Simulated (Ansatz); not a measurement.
# F2H5NOSi2: molecular dynamics

Purpose: to follow the molecule's vibrations and see whether its bonds hold. The start is relaxed first. Runs: 300 steps of 0.5 fs under a Nosé-Hoover thermostat at 300 K. SMILES of the start: N[Si](F)(F)O[SiH3].

All numbers below are computed with Ansatz 0.2.0 (RKS B3LYP/6-31G).

### Step 1. The system as given

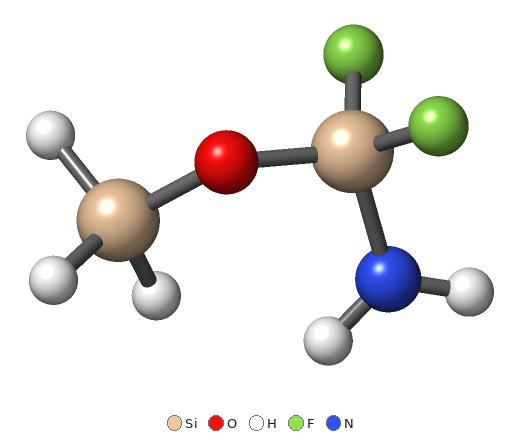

The starting structure, seen from a chosen angle (silicon light orange, oxygen red, hydrogen white, fluorine green, nitrogen blue).

Coordinates:

```xyz
11

Si    0.0000    0.0000    0.0000
O     0.0000    0.0000    1.6800
Si   -1.3147   -0.4067    2.6436
H    -2.2390   -1.2403    1.8804
H    -0.8506   -1.1432    3.8157
H    -1.9987    0.8095    3.0733
F     1.4994    0.0000   -0.5295
F    -0.7489    1.2974   -0.5295
N    -0.8572   -1.4851   -0.6061
H    -1.3922   -2.1014    0.0704
H    -0.8219   -1.7344   -1.6357
```

### Step 2. Relaxing the start

Input file input.yaml:

```yaml
crystal:
  periodic: [false, false, false]
  atoms:
    - { symbol: Si, position_ang: [0.0, 0.0, 0.0] }
    - { symbol: O, position_ang: [0.0, 0.0, 1.68] }
    - { symbol: Si, position_ang: [-1.3147, -0.4067, 2.6436] }
    - { symbol: H, position_ang: [-2.239, -1.2403, 1.8804] }
    - { symbol: H, position_ang: [-0.8506, -1.1432, 3.8157] }
    - { symbol: H, position_ang: [-1.9987, 0.8095, 3.0733] }
    - { symbol: F, position_ang: [1.4994, 0.0, -0.5295] }
    - { symbol: F, position_ang: [-0.7489, 1.2974, -0.5295] }
    - { symbol: "N", position_ang: [-0.8572, -1.4851, -0.6061] }
    - { symbol: H, position_ang: [-1.3922, -2.1014, 0.0704] }
    - { symbol: H, position_ang: [-0.8219, -1.7344, -1.6357] }
basis:
  gaussian: { orbitals: "6-31G" }
hamiltonian:
  xc: b3lyp
relax:
  f_tol: 0.02
  max_steps: 40
```

The run is started by

```sh
> ansatz run input.yaml --threads 1 --pin off --max-ram 2048MiB --backend cpu --events-out ev --progress --plain --runs-dir out
```

Log, shortened:

```text
Warning: RAYON_NUM_THREADS=1 ignored (pool sized by the plan → 1); use --threads N
[...]
Functional definition: B3LYP
[...]
884 factors; integrals over basis functions are off by at most 1.6e-4 eV
[...]
mean field -24807.85268899 eV, -911.6717709538 hartree, gradient 1.6e-5 eV, S^2 0.000000; 0 other end points of the search recorded, 0 dependent functions left out
[...]
reference -24807.85296147 eV, -911.6717809673 hartree; 33, 33 occupied and 39, 39 virtual orbitals, 884 factors
relax step   1: F+E_penalty+E_count = -24807.85268899 eV  Δ(F+E_penalty+E_count) = +0.000e0 eV  max|allowed force component| = 4.687e0 eV/Å  Δτ_max = 0.0000 Å  (26 SCF iters, accepted)
[...]
relax step   4: F+E_penalty+E_count = -24808.71247249 eV  Δ(F+E_penalty+E_count) = -5.682e-2 eV  max|allowed force component| = 4.448e-1 eV/Å  Δτ_max = 0.2000 Å  (28 SCF iters, accepted)
[...]
relax step   7: F+E_penalty+E_count = -24808.83906397 eV  Δ(F+E_penalty+E_count) = -2.382e-2 eV  max|allowed force component| = 2.257e-1 eV/Å  Δτ_max = 0.1916 Å  (28 SCF iters, accepted)
[...]
relax step  10: F+E_penalty+E_count = -24808.85187965 eV  Δ(F+E_penalty+E_count) = -3.017e-3 eV  max|allowed force component| = 5.922e-2 eV/Å  Δτ_max = 0.0608 Å  (29 SCF iters, accepted)
[...]
relax step  12: F+E_penalty+E_count = -24808.85271900 eV  Δ(F+E_penalty+E_count) = -8.393e-4 eV  max|allowed force component| = 1.095e-2 eV/Å  Δτ_max = 0.0268 Å  (30 SCF iters, accepted)
[...]
relax step  13: F+E_penalty+E_count = -24808.85295690 eV  Δ(F+E_penalty+E_count) = -2.379e-4 eV  max|allowed force component| = 1.554e-2 eV/Å  Δτ_max = 0.0244 Å  (29 SCF iters, accepted)
884 factors; integrals over basis functions are off by at most 1.7e-4 eV
mean field -24808.85295690 eV, -911.7085301214 hartree, gradient 2.1e-5 eV, S^2 0.000000; 1 other end points of the search recorded, 0 dependent functions left out
[...]
reference -24808.85323963 eV, -911.7085405118 hartree; 33, 33 occupied and 39, 39 virtual orbitals, 884 factors
Total energy: -24808.85323963 eV, -911.7085405118 hartree
Atom 0 at    -0.208938    -0.213717    -0.097148 Å, force     0.009527    -0.002359    -0.001212 eV/Å
Atom 1 at    -0.910918    -0.460372     1.370251 Å, force    -0.011570    -0.003399    -0.014395 eV/Å
Atom 2 at    -1.439311    -0.329176     2.986307 Å, force     0.015540     0.000611     0.005244 eV/Å
Atom 3 at    -2.664140    -1.179388     3.137705 Å, force     0.003327     0.003667    -0.001689 eV/Å
Atom 4 at    -0.354170    -0.823766     3.894616 Å, force    -0.007183     0.000561     0.002148 eV/Å
Atom 5 at    -1.761055     1.101325     3.299314 Å, force    -0.002985    -0.003512     0.000213 eV/Å
Atom 6 at     1.453281    -0.042834     0.062395 Å, force    -0.006544    -0.000476    -0.001277 eV/Å
Atom 7 at    -0.643120     1.282279    -0.721994 Å, force    -0.000785    -0.000541     0.001649 eV/Å
Atom 8 at    -0.636430    -1.504901    -1.144922 Å, force    -0.008371    -0.007977     0.007197 eV/Å
Atom 9 at    -1.225679    -2.256040    -0.820893 Å, force     0.010530     0.013276    -0.006149 eV/Å
Atom 10 at    -0.333322    -1.577610    -2.103031 Å, force    -0.001486     0.000150     0.008270 eV/Å
Dipole moment:    -0.429486    -0.566810     0.179929 e Å
```

Run time: 71 s. Hardware: 1 thread of Arm Neoverse V1, shared host; peak memory 0.17 GiB.

The steps of the relaxation:

```csv
step,energy from step 1 (eV),largest force component (eV/Å)
1,0.0000,4.6873
2,-0.5893,2.6738
3,-0.8030,0.6961
4,-0.8598,0.4448
5,-0.9167,0.4311
6,-0.9626,0.2589
7,-0.9864,0.2257
8,-0.9962,0.0645
9x,-0.9739,0.5702
10,-0.9992,0.0592
11x,-0.9991,0.0732
12,-1.0000,0.0110
13,-1.0003,0.0155
```

Step 1 is the start. 2 steps were tried and not accepted (9, 11; marked x where the table lists them).

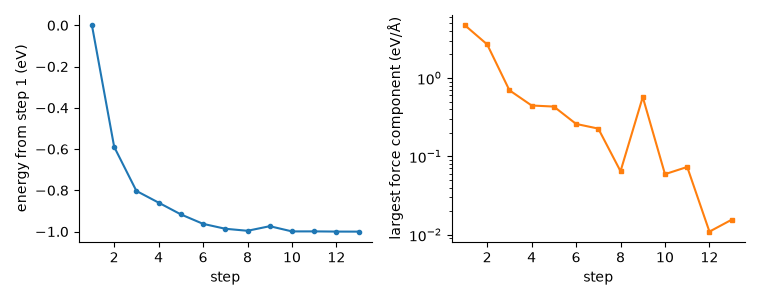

How energy and force went from step to step.

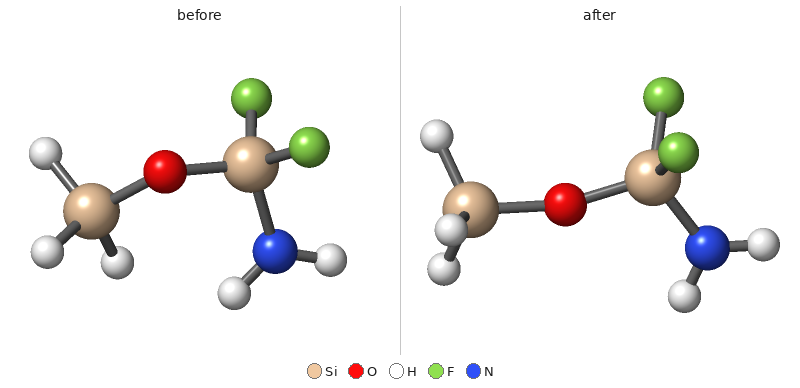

The structure before (left) and after (right), drawn at the same scale.

After: Bond lengths: Si1–O2 1.645 Å, O2–Si3 1.705 Å, Si3–H4 1.499 Å, Si3–H5 1.499 Å, Si3–H6 1.499 Å, Si1–F7 1.679 Å, Si1–F8 1.678 Å, Si1–N9 1.717 Å, N9–H10 1.008 Å, N9–H11 1.008 Å. Angles (14 of 16 angles, heavy atoms first): Si1–O2–Si3 165.0°, O2–Si1–F7 110.7°, O2–Si1–F8 110.8°, O2–Si1–N9 109.0°, F7–Si1–F8 101.6°, F7–Si1–N9 112.4°, F8–Si1–N9 112.3°, O2–Si3–H4 107.8°, O2–Si3–H5 108.9°, O2–Si3–H6 109.7°, Si1–N9–H10 120.6°, Si1–N9–H11 124.0°, H4–Si3–H5 110.1°, H4–Si3–H6 110.2°.

### Step 3. Dynamics

300 steps of 0.5 fs under a Nosé-Hoover thermostat at 300 K, from the relaxed start.

Input file input.yaml:

```yaml
crystal:
  periodic: [false, false, false]
  atoms:
    - { symbol: Si, position_ang: [-0.208938, -0.213717, -0.097148] }
    - { symbol: O, position_ang: [-0.910918, -0.460372, 1.370251] }
    - { symbol: Si, position_ang: [-1.439311, -0.329176, 2.986307] }
    - { symbol: H, position_ang: [-2.66414, -1.179388, 3.137705] }
    - { symbol: H, position_ang: [-0.35417, -0.823766, 3.894616] }
    - { symbol: H, position_ang: [-1.761055, 1.101325, 3.299314] }
    - { symbol: F, position_ang: [1.453281, -0.042834, 0.062395] }
    - { symbol: F, position_ang: [-0.64312, 1.282279, -0.721994] }
    - { symbol: "N", position_ang: [-0.63643, -1.504901, -1.144922] }
    - { symbol: H, position_ang: [-1.225679, -2.25604, -0.820893] }
    - { symbol: H, position_ang: [-0.333322, -1.57761, -2.103031] }
basis:
  gaussian: { orbitals: "6-31G" }
hamiltonian:
  xc: b3lyp
md:
  timestep: 0.5
  n_steps: 300
  ensemble: nvt_nose_hoover
  temperature: 300.0
  initial_velocities: maxwell_boltzmann
  seed: 94626
```

The run is started by

```sh
> ansatz run input.yaml --threads 1 --pin off --max-ram 2048MiB --backend cpu --events-out ev --progress --plain --runs-dir out
```

Log, shortened:

```text
Warning: RAYON_NUM_THREADS=1 ignored (pool sized by the plan → 1); use --threads N
[...]
Functional definition: B3LYP
[...]
883 factors; integrals over basis functions are off by at most 1.7e-4 eV
[...]
mean field -24808.85297524 eV, -911.7085307954 hartree, gradient 2.6e-5 eV, S^2 0.000000; 0 other end points of the search recorded, 0 dependent functions left out
[...]
reference -24808.85325730 eV, -911.7085411611 hartree; 33, 33 occupied and 39, 39 virtual orbitals, 883 factors
md step     0: t =     0.00 fs  T =   300.0 K  F+E_penalty+E_count = -24808.85297524 eV  E_kin = 0.349002 eV  conserved = -24808.50397324 eV  (26 SCF iters)
[...]
md step    20: t =    10.00 fs  T =    83.6 K  F+E_penalty+E_count = -24808.60035780 eV  E_kin = 0.097240 eV  conserved = -24808.50344756 eV  (23 SCF iters)
[...]
md step    40: t =    20.00 fs  T =   187.7 K  F+E_penalty+E_count = -24808.71899696 eV  E_kin = 0.218405 eV  conserved = -24808.50353436 eV  (23 SCF iters)
[...]
md step    60: t =    30.00 fs  T =   187.9 K  F+E_penalty+E_count = -24808.71502296 eV  E_kin = 0.218538 eV  conserved = -24808.50368050 eV  (23 SCF iters)
[...]
md step    79: t =    39.50 fs  T =   135.9 K  F+E_penalty+E_count = -24808.64836049 eV  E_kin = 0.158045 eV  conserved = -24808.50366216 eV  (23 SCF iters)
md step    80: t =    40.00 fs  T =   128.2 K  F+E_penalty+E_count = -24808.63911982 eV  E_kin = 0.149098 eV  conserved = -24808.50363858 eV  (24 SCF iters)
```

### Step 4. The log goes on: dynamics from the start

The log, continued, shortened:

```text
md step    81: t =    40.50 fs  T =   120.2 K  F+E_penalty+E_count = -24808.62947280 eV  E_kin = 0.139781 eV  conserved = -24808.50356717 eV  (24 SCF iters)
[...]
md step   107: t =    53.50 fs  T =   213.3 K  F+E_penalty+E_count = -24808.72631891 eV  E_kin = 0.248083 eV  conserved = -24808.50382129 eV  (23 SCF iters)
[...]
md step   133: t =    66.50 fs  T =   216.4 K  F+E_penalty+E_count = -24808.71738950 eV  E_kin = 0.251689 eV  conserved = -24808.50376044 eV  (24 SCF iters)
[...]
md step   159: t =    79.50 fs  T =    96.8 K  F+E_penalty+E_count = -24808.56026306 eV  E_kin = 0.112585 eV  conserved = -24808.50349680 eV  (24 SCF iters)
[...]
md step   184: t =    92.00 fs  T =   193.7 K  F+E_penalty+E_count = -24808.65168825 eV  E_kin = 0.225323 eV  conserved = -24808.50357944 eV  (23 SCF iters)
md step   185: t =    92.50 fs  T =   189.2 K  F+E_penalty+E_count = -24808.64555318 eV  E_kin = 0.220054 eV  conserved = -24808.50361836 eV  (23 SCF iters)
```

### Step 5. The log goes on: dynamics from the start

The log, continued, shortened:

```text
md step   186: t =    93.00 fs  T =   183.7 K  F+E_penalty+E_count = -24808.63833273 eV  E_kin = 0.213721 eV  conserved = -24808.50361302 eV  (28 SCF iters)
[...]
md step   206: t =   103.00 fs  T =   213.4 K  F+E_penalty+E_count = -24808.65410918 eV  E_kin = 0.248253 eV  conserved = -24808.50358455 eV  (24 SCF iters)
[...]
md step   226: t =   113.00 fs  T =    97.8 K  F+E_penalty+E_count = -24808.50689431 eV  E_kin = 0.113826 eV  conserved = -24808.50324626 eV  (23 SCF iters)
[...]
md step   246: t =   123.00 fs  T =   257.8 K  F+E_penalty+E_count = -24808.67317070 eV  E_kin = 0.299942 eV  conserved = -24808.50362674 eV  (24 SCF iters)
[...]
md step   298: t =   149.00 fs  T =   175.4 K  F+E_penalty+E_count = -24808.53979214 eV  E_kin = 0.204032 eV  conserved = -24808.50323866 eV  (24 SCF iters)
[...]
Atom 1 at    -0.653381    -0.363883     1.492228 Å, force     0.094240    -0.726452     0.280597 eV/Å
Atom 2 at    -1.589826    -0.372655     2.894455 Å, force    -0.615338     0.725588    -0.118940 eV/Å
Atom 3 at    -3.024634    -0.141964     2.479401 Å, force     0.090670    -0.173341     0.098261 eV/Å
Atom 4 at    -1.496798    -1.620159     3.695663 Å, force     0.197646    -0.215430     0.008072 eV/Å
Atom 5 at    -1.113507     0.837417     3.580392 Å, force     0.058190     0.230799     0.649713 eV/Å
Atom 6 at     1.522860    -0.025571    -0.246270 Å, force    -0.427495     0.060215     0.295385 eV/Å
Atom 7 at    -0.746854     1.254651    -0.621716 Å, force     0.204939    -0.142043     0.100222 eV/Å
Atom 8 at    -0.648948    -1.503664    -0.937848 Å, force    -0.796775    -2.296352    -0.330917 eV/Å
Atom 9 at    -1.163382    -2.229454    -0.450428 Å, force    -0.044592     0.050643    -0.385305 eV/Å
Atom 10 at    -0.319121    -1.766157    -1.843758 Å, force     0.029557     0.028503    -0.393607 eV/Å
Dipole moment:    -0.460435    -0.763645     0.314457 e Å
```

Run time: 23 min. Hardware: 1 thread of Arm Neoverse V1, shared host; peak memory 0.16 GiB.

### Step 6. What the atoms did

The trajectory, every 12 steps (energies from step 0):

```csv
time (fs),T (K),potential energy change (meV/atom),conserved energy change (meV/atom)
0.0,300,0.0,0.00
6.0,143,16.7,0.04
12.0,107,20.5,0.04
18.0,205,10.3,0.02
24.0,159,15.4,0.04
30.0,188,12.5,0.03
36.0,187,13.0,0.02
42.0,105,22.0,0.06
48.0,203,12.0,0.02
54.0,203,12.7,0.02
60.0,102,23.9,0.05
66.0,205,13.5,0.02
72.0,207,14.2,0.03
78.0,91,27.1,0.06
84.0,192,17.0,0.02
90.0,213,16.0,0.04
96.0,169,21.6,0.06
102.0,224,16.8,0.02
108.0,117,29.0,0.05
114.0,127,28.5,0.05
120.0,279,13.4,0.02
126.0,177,25.4,0.06
132.0,135,30.5,0.06
138.0,271,16.9,0.01
144.0,178,27.7,0.06
150.0,204,25.5,0.04
```

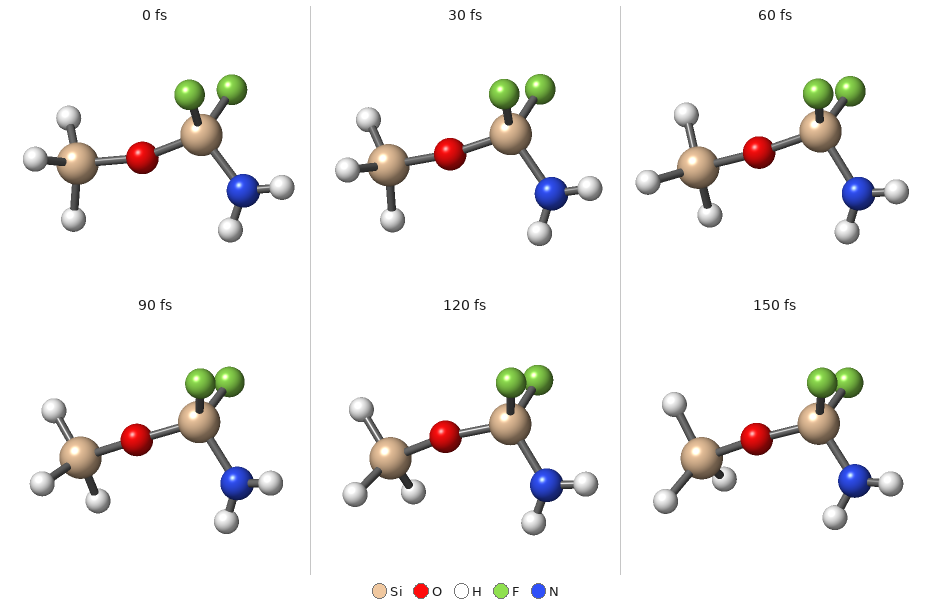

Six frames of the run, seen from a chosen angle. Sticks join atoms within a bonding distance in each frame.

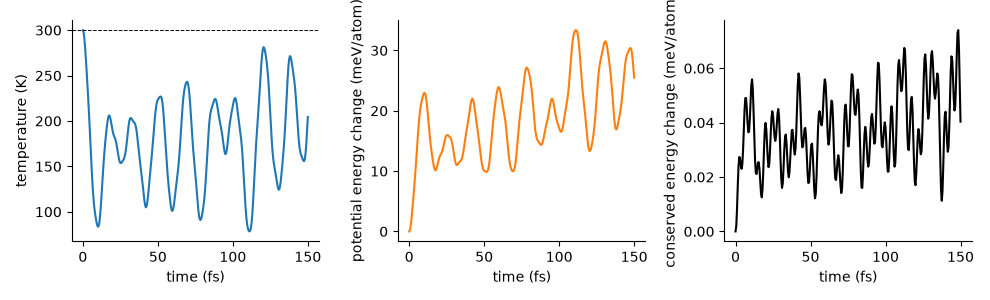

Time series of the run, each on its own scale. The dashed line is the set temperature.

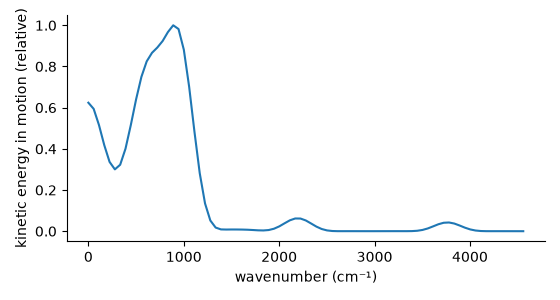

Power spectrum of the mass-weighted velocities; a run of 150 fs resolves no finer than about 440 cm⁻¹.

Maxima of the velocity power spectrum (cm⁻¹, relative height; resolution about 440 cm⁻¹): 890 (100).

### Step 7. Snapshots as a file

Positions (Å) and forces (eV/Å):

```xyz
11
time_fs=19.0 T=197 dE=0.1229
Si   -0.206   -0.204   -0.073   -0.345   -1.300   -0.879
O    -0.853   -0.403    1.397    0.102   -0.402    0.136
Si   -1.463   -0.349    2.954   -0.376    0.867    0.892
H    -2.748   -1.103    2.959   -0.141   -0.094    0.045
H    -0.536   -0.932    3.994    0.008    0.026   -0.264
H    -1.707    1.135    3.252    0.028   -0.554    0.065
F     1.431   -0.036   -0.015    1.047    0.053    0.145
F    -0.630    1.270   -0.681   -0.400    0.744   -0.423
N    -0.631   -1.544   -1.103    0.365    1.041   -0.404
H    -1.211   -2.305   -0.819   -0.222   -0.260    0.237
H    -0.387   -1.535   -2.092   -0.066   -0.121    0.450
11
time_fs=37.5 T=164 dE=0.1710
Si   -0.193   -0.230   -0.103    0.904    1.911    0.412
O    -0.788   -0.414    1.432   -0.346    0.208   -0.229
Si   -1.530   -0.340    2.986    0.517   -0.453   -0.157
H    -2.841   -1.071    2.913    0.025    0.077   -0.027
H    -0.537   -1.123    3.798   -0.219    0.109    0.253
H    -1.757    1.031    3.582    0.135   -0.114   -0.343
F     1.512   -0.029   -0.073   -1.002   -0.189   -0.026
F    -0.665    1.319   -0.685    0.219   -1.075    0.245
N    -0.660   -1.539   -1.084    0.382   -0.208   -0.625
H    -1.156   -2.286   -0.647   -0.389   -0.472    0.046
H    -0.315   -1.732   -2.023   -0.226    0.206    0.450
11
time_fs=56.0 T=152 dE=0.2014
Si   -0.139   -0.165   -0.095   -1.565   -2.585    0.769
O    -0.766   -0.398    1.439    0.202   -0.121    0.145
Si   -1.552   -0.374    2.991   -0.081    0.198   -1.095
H    -2.954   -0.912    2.811    0.209    0.025    0.003
H    -0.886   -1.145    4.083    0.277   -0.145   -0.159
H    -1.597    1.062    3.336   -0.094    0.326    0.306
F     1.508   -0.040   -0.134    0.667    0.187    0.012
F    -0.684    1.271   -0.678   -0.176    1.010   -0.421
N    -0.676   -1.558   -1.039    0.977    1.233   -0.374
H    -1.344   -2.214   -0.696   -0.299   -0.216    0.332
H    -0.373   -1.726   -1.998   -0.117    0.088    0.482
11
time_fs=75.0 T=141 dE=0.2366
Si   -0.167   -0.216   -0.025    1.670    2.683   -1.006
O    -0.725   -0.404    1.480    0.251    0.174   -0.413
Si   -1.557   -0.365    2.919   -0.443   -0.399    0.993
H    -2.960   -0.832    2.657   -0.004   -0.013    0.055
H    -0.824   -1.317    3.805   -0.115   -0.016    0.199
H    -1.588    0.995    3.505    0.027    0.292    0.083
F     1.526   -0.035   -0.190   -0.956   -0.074    0.373
F    -0.705    1.282   -0.697    0.358   -0.881    0.703
N    -0.651   -1.495   -0.968   -0.786   -1.375   -0.988
H    -1.446   -2.028   -0.665   -0.097   -0.377   -0.073
H    -0.356   -1.677   -1.914    0.095   -0.013    0.073
11
time_fs=94.0 T=171 dE=0.2312
Si   -0.134   -0.165   -0.061   -1.663   -3.066   -0.019
O    -0.641   -0.366    1.489   -0.432    0.205    0.720
Si   -1.593   -0.370    2.932    0.677    0.075    0.081
H    -2.994   -0.725    2.578   -0.220    0.040   -0.093
H    -1.049   -1.439    3.853   -0.024    0.171   -0.185
H    -1.534    0.973    3.656   -0.006   -0.340   -0.341
F     1.487   -0.027   -0.201    1.371    0.116   -0.098
F    -0.693    1.246   -0.645   -0.527    1.579   -0.589
N    -0.705   -1.563   -1.002    0.545    0.789    0.816
H    -1.383   -2.254   -0.695    0.199    0.497    0.139
H    -0.213   -1.830   -1.833    0.080   -0.067   -0.431
11
time_fs=112.5 T=88 dE=0.3571
Si   -0.172   -0.243   -0.099    1.579    3.234    1.505
O    -0.605   -0.309    1.531   -0.165   -0.829   -0.863
Si   -1.607   -0.385    2.941    0.339    0.977   -0.326
H    -3.029   -0.502    2.474   -0.060   -0.147    0.063
H    -1.278   -1.508    3.902    0.105    0.148   -0.322
H    -1.411    0.990    3.562   -0.118   -0.480    0.122
F     1.538   -0.016   -0.212   -1.345   -0.305   -0.013
F    -0.719    1.325   -0.627    0.345   -1.562    0.230
N    -0.654   -1.578   -0.994   -1.374   -1.221    0.554
H    -1.355   -2.188   -0.572    0.325    0.152   -0.322
H    -0.387   -1.854   -1.910    0.370    0.034   -0.626
11
time_fs=131.0 T=125 dE=0.3464
Si   -0.139   -0.171   -0.037   -1.378   -2.877   -0.933
O    -0.624   -0.358    1.502   -0.079    0.601    0.320
Si   -1.593   -0.345    2.887   -0.314   -1.204    0.358
H    -3.051   -0.472    2.497    0.222    0.182    0.003
H    -1.141   -1.630    3.506   -0.210   -0.026    0.334
H    -1.413    0.745    3.879    0.174    0.420   -0.143
F     1.476   -0.034   -0.232    1.370    0.266   -0.050
F    -0.718    1.259   -0.603   -0.374    0.980   -0.476
N    -0.657   -1.610   -0.970   -0.072    1.136    0.929
H    -1.316   -2.339   -0.694    0.412    0.649    0.254
H    -0.404   -1.665   -1.933    0.248   -0.130   -0.596
11
time_fs=150.0 T=204 dE=0.2803
Si   -0.148   -0.212   -0.039    1.209    2.458   -0.203
O    -0.653   -0.364    1.492    0.094   -0.727    0.281
Si   -1.590   -0.373    2.894   -0.615    0.726   -0.119
H    -3.025   -0.142    2.479    0.091   -0.173    0.098
H    -1.497   -1.620    3.696    0.198   -0.215    0.008
H    -1.113    0.837    3.580    0.058    0.231    0.650
F     1.523   -0.026   -0.246   -0.427    0.060    0.295
F    -0.747    1.255   -0.622    0.205   -0.142    0.100
N    -0.649   -1.504   -0.938   -0.797   -2.296   -0.331
H    -1.163   -2.229   -0.450   -0.045    0.051   -0.385
H    -0.319   -1.766   -1.844    0.030    0.029   -0.394
```

### Step 8. Summary of results

```
                              quantity                         value
               relaxation of the start      10 moves, 1.000 eV lower
                                length           300 steps of 0.5 fs
      temperature, first and last step                 300 and 204 K
              temperature, second half  mean 181 K, from 78 to 281 K
         potential energy, second half   +23 meV/atom from the start
largest change of the conserved energy                 0.07 meV/atom
                bonds formed or broken                             0
```

In words: Against a set 300 K the second half averages 181 K with a spread of 53 K; 23 meV/atom has gone into potential energy, and a thermostat that acts over some 100 fs has not made it up in 150 fs. The conserved energy strays from its start by at most 0.07 meV/atom, 0.4 % of the mean kinetic energy, so a step of 0.5 fs is short enough over this time. The bonding pattern survives the run. Averages from a run of 150 fs with 11 atoms are rough. The nuclei move classically, without zero-point motion, which matters most for hydrogen. In so small a basis the energies are only a sketch.
